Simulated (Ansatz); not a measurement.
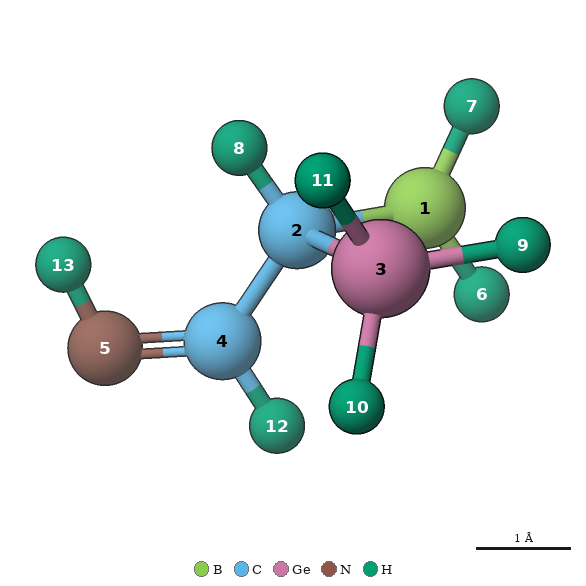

Atoms carry their numbers in the input. The geometry was computed by an optimisation with PBE0-D4/def2-TZVP. No frequency run is at hand to confirm it as a minimum.

Estimate the angles B1–C2–Ge3, B1–C2–C4, B1–C2–H8, C2–B1–H7, C2–Ge3–H9, C2–Ge3–H10, C2–Ge3–H11, C2–C4–N5, Ge3–C2–H8, C4–C2–H8, C4–N5–H13, N5–C4–H12.

```tsv
angle	degrees
B1–C2–Ge3	90.4
B1–C2–C4	119.4
B1–C2–H8	117.1
C2–B1–H7	120.5
C2–Ge3–H9	110.6
C2–Ge3–H10	107.7
C2–Ge3–H11	106.9
C2–C4–N5	127.7
Ge3–C2–H8	104.5
C4–C2–H8	112.9
C4–N5–H13	110.9
N5–C4–H12	117.1
```
